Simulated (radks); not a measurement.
Atomic calculation, with input and output: Nb²⁺

- system: the niobium ion Nb²⁺ in the configuration [Ar] 3d10 4p6 4d3 5p2 (high spin).
- method: non-relativistic Kohn-Sham, Tao-Mo meta-GGA, spin-polarised, spherical densities, point nucleus (the in-house radial solver radks)

Input:
```
Z 41
configuration [Ar] 3d10 4p6 4d3 5p2
relativity non-relativistic
functional tm,tm
spin polarised
nucleus point
```

Energies in input and log are in hartree, lengths in bohr.

Hardware: 1 CPU thread, shared host.

The program's output:
```
1s      1   1.0000        -676.83813845
2s      1   1.0000         -94.33033688
2p      1   3.0000         -86.66509906
3s      1   1.0000         -16.85116511
3p      1   3.0000         -13.93910609
3d      1   5.0000          -8.67178081
4p      1   3.0000          -2.41378485
4d      1   3.0000          -1.12991444
5p      1   2.0000          -0.61147422
1s      2   1.0000        -676.83657478
2s      2   1.0000         -94.31530552
2p      2   3.0000         -86.65276403
3s      2   1.0000         -16.84585952
3p      2   3.0000         -13.92982246
3d      2   5.0000          -8.65312901
4p      2   3.0000          -2.30960476
4d      2   0.0000          -1.00779235
5p      2   0.0000          -0.47020162
Etot -3749.0903420016443
Ekin 3747.4311648550324
Encl -8882.675683842586
Eh 1501.069638103064
Exc -114.91546111715408
err 1.800041283736562e-07
it 12
```

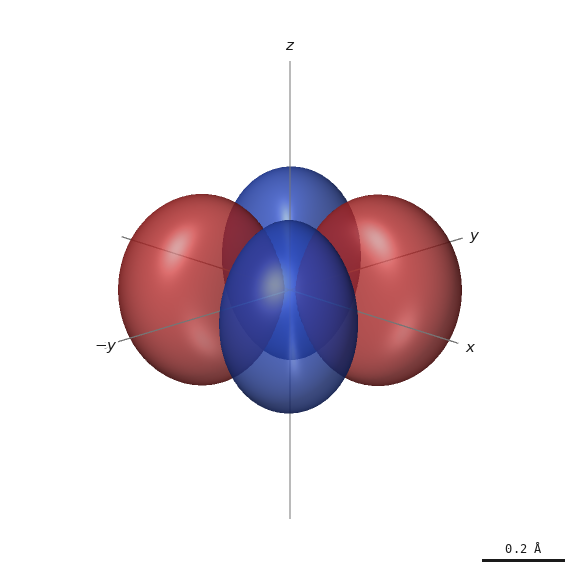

*The 3d(xy) orbital of down spin. The radial function comes from the spherical calculation and is multiplied by a real spherical harmonic; the overall sign is chosen so that the largest lobe of P(r) is positive. The surface of constant |ψ| that holds about 90 % of the electron is drawn, red where ψ is positive and blue where it is negative.*

It has the nodal planes xz and yz and no radial node. The maximum of P² lies at 0.335 bohr, ⟨r⟩ = 0.431 bohr, 90 % of the charge lies within 0.689 bohr, and the eigenvalue is −235.5 eV, with 5 electrons in the shell for this spin.

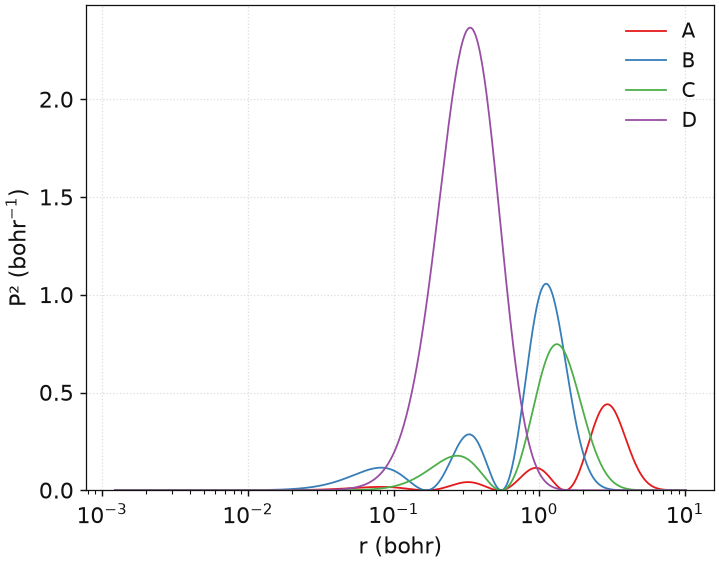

*The radial probability densities P² of 4d up, 4p up, 5p up and 3d up.*

A is 5p up; B is 4p up; C is 4d up; D is 3d up. 3d up: outer maximum at 0.335 bohr, ⟨r⟩ = 0.431 bohr, 0 nodes, eigenvalue −236.0 eV; 4p up: outer maximum at 1.11 bohr, ⟨r⟩ = 1.25 bohr, 2 nodes, eigenvalue −65.7 eV; 4d up: outer maximum at 1.32 bohr, ⟨r⟩ = 1.59 bohr, 1 node, eigenvalue −30.7 eV; 5p up: outer maximum at 2.93 bohr, ⟨r⟩ = 3.20 bohr, 3 nodes, eigenvalue −16.6 eV.

Results in brief:

- outcome: converged
- total energy: −3749.0903 hartree
- kinetic energy: 3747.4312 hartree
- electron–nucleus energy: −8882.6757 hartree
- Hartree energy: 1501.0696 hartree
- exchange–correlation energy: −114.915461 hartree
- radius at density 0.001 e/bohr³: 4.59 bohr
- SCF iterations: 12

Remarks:

Relativity is left out, which matters for an atom this heavy.
